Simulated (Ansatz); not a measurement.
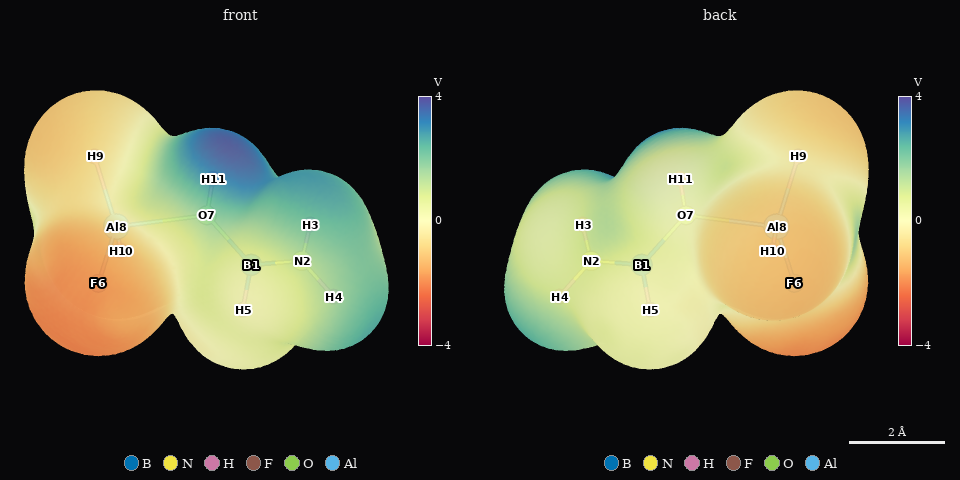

Figure. AlBFH6NO. The electrostatic potential painted on the density surface at 0.002 e/bohr³, seen from the front and from behind; red is negative and blue positive.

Level of theory: RKS PBE0/def2-SVP (Ansatz 0.2.0).

```xyz
11

B     0.2574    0.5195    0.8988
N     0.5796   -0.5079    1.7746
H     0.0979   -0.7200    2.6397
H     1.3289   -1.1534    1.5628
H     0.8468    0.7064   -0.1295
F    -2.3160    0.9986   -1.0715
O    -0.7791    1.4261    1.1840
Al   -1.8715    2.3737   -0.1949
H    -2.9803    2.9037    0.8296
H    -0.8263    3.3281   -0.9189
H    -1.2661    1.2895    2.0068
```

Where is the surface potential most negative and most positive?

The most negative region (about −2.1 V) lies over F6, the most positive (about +3.7 V) over H11.
